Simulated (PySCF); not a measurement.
# C5H9BSi (SMILES C#CBC[SiH2]C=C): what the fields show

The calculation's input:

```
{"job": {"kind": "nmr", "xc": "PBE0", "basis": "pcSseg-1"}, "charge": 0, "multiplicity": 1}
C      2.118031    -1.752364     1.503909
C      2.058070    -0.856244     0.699449
B      1.980993     0.273527    -0.294028
C      0.949837     1.416444    -0.084397
Si    -0.692190     0.938200    -0.958462
C     -1.397138    -0.607915    -0.148439
C     -2.653719    -0.755888     0.241081
H      2.172534    -2.537277     2.202686
H      2.679235     0.252064    -1.237724
H      1.267496     2.361892    -0.521743
H      0.706834     1.594657     0.963276
H     -0.458042     0.679687    -2.388087
H     -1.629234     2.063055    -0.820510
H     -0.709914    -1.431127     0.012848
H     -3.019226    -1.659634     0.705640
H     -3.381168     0.029868     0.113091
```

Launched as:

```sh
OMP_NUM_THREADS=1 python probes_run.py task.json out
```

Geometry: GFN2-xTB.

Theory: PySCF 2.14.0, PBE0/pcSseg-1, SCF density, gas phase, non-relativistic.

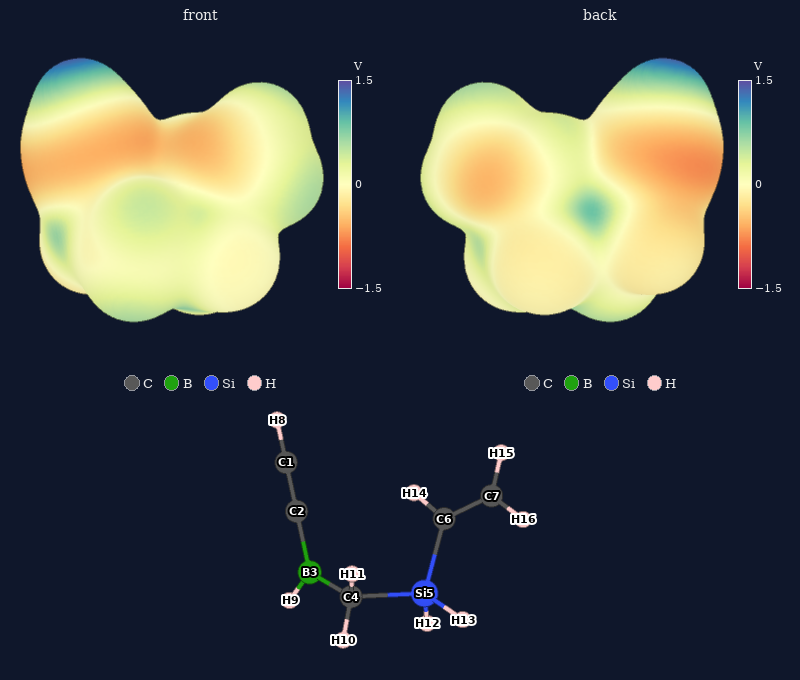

Figure 1. The electrostatic potential painted on the density surface at 0.001 e/bohr³, seen from the front and from behind; the colour scale runs from red (negative) to blue (positive). The bare structure is drawn below in the same view.

> Which sites attract a positive test charge, and which a negative one?

A positive charge is drawn to the negative regions and a negative charge to the positive ones. The most negative region (about −0.7 V, or −16 kcal/mol for a unit charge) lies over C1 and C2, the most positive (about +1.3 V, or +30 kcal/mol for a unit charge) over H8.

> What dipole moment does the calculation give?

Its dipole moment is 1.12 D.

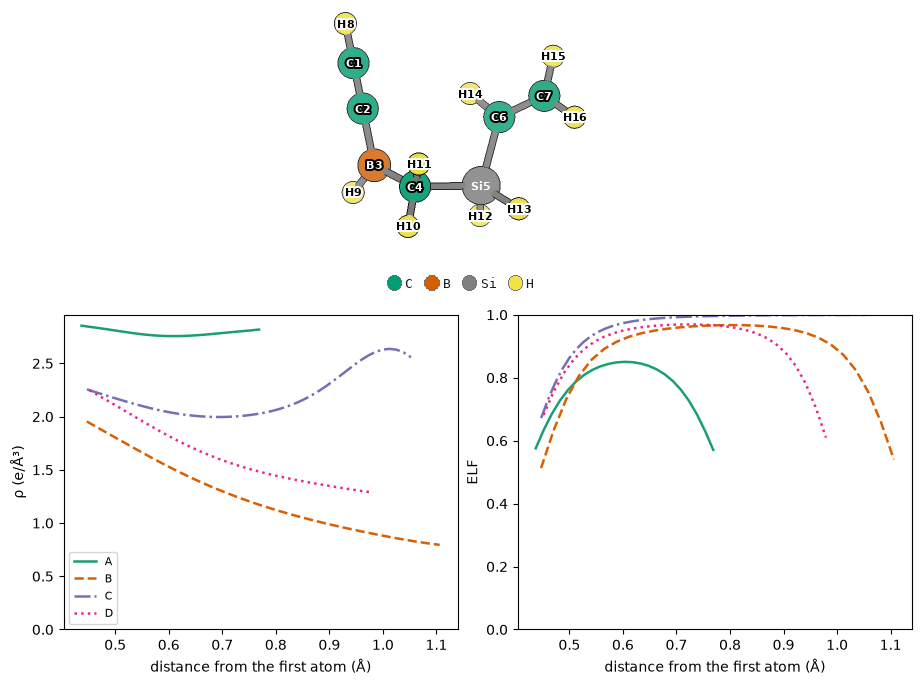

Figure 2. Total electron density and ELF along straight lines between neighbouring atoms. The curves leave out the atomic cores. The structure is drawn too.

> Which curve belongs to which contact (C–B, C–C, C–H and C–Si)? The first atom named is at distance zero.

Curve A: C–C (1.21 Å): ρ is about 2.8 e/Å³ halfway; the ELF peaks at about 0.85 between the atoms (a short, multiple covalent bond). Curve B: C–Si (1.88 Å): ρ is about 0.94 e/Å³ halfway; the ELF peaks at about 0.95 between the atoms, as expected for a covalent bond. Curve C: C–H (1.05 Å): the density is about 2.1 e/Å³ at the midpoint; the ELF climbs to about 1 towards the hydrogen, as it does in any bond to H: an ordinary covalent bond to hydrogen. Curve D: C–B (1.51 Å): the density is about 1.5 e/Å³ at the midpoint; the ELF peaks at about 0.95 between the atoms (localised, covalent bonding).
